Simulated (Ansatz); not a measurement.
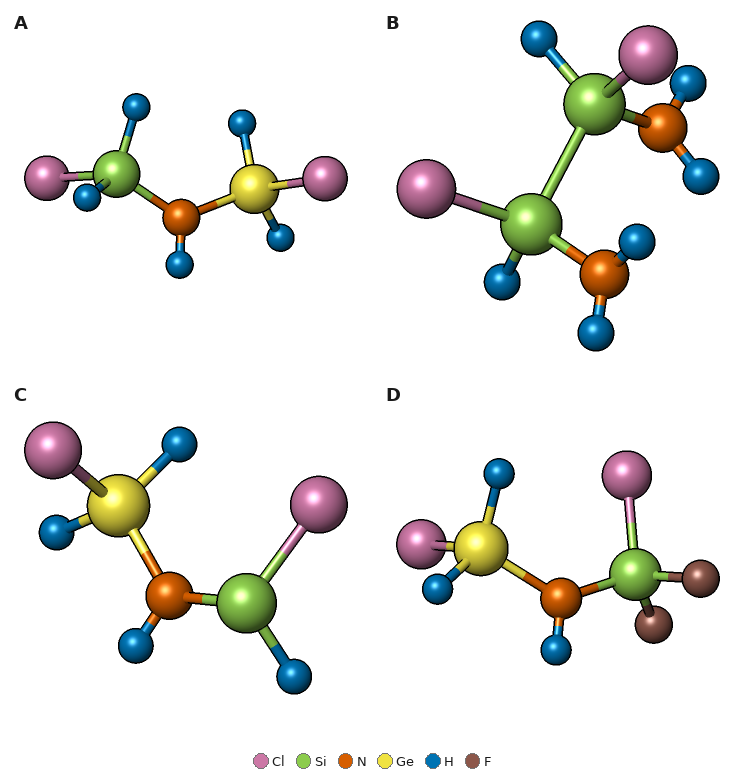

```sh
ansatz run in.yaml --threads 2 --pin off --events-out ev --progress --plain --max-ram 32768MiB --backend cuda --devices 0, --max-vram 18GiB
```

```yaml
crystal:
  periodic: [false, false, false]
  atoms:
    - {symbol: Cl, position_ang: [-0.973901, 0.341114, -2.890292]}
    - {symbol: Si, position_ang: [-0.707708, -0.771571, -1.173228]}
    - {symbol: N, position_ang: [0.597239, -0.216153, -0.223161]}
    - {symbol: Ge, position_ang: [0.500183, 0.873779, 1.236096]}
    - {symbol: Cl, position_ang: [0.644654, -0.317013, 3.032170]}
    - {symbol: H, position_ang: [-0.472161, -2.159297, -1.626337]}
    - {symbol: H, position_ang: [-1.942660, -0.624912, -0.373471]}
    - {symbol: H, position_ang: [1.530614, -0.492483, -0.491513]}
    - {symbol: H, position_ang: [-0.874908, 1.541269, 1.245886]}
    - {symbol: H, position_ang: [1.698649, 1.825268, 1.263850]}
basis:
  gaussian: {orbitals: def2-TZVPP}
hamiltonian: {xc: {name: wB97M-V}}
output: {forces: true, orbitals: {seedname: orbitals}}
```

**Which picture belongs to the input above?**

A. The file holds Cl2GeH5NSi, `Cl[SiH2][NH][GeH2][Cl]`.
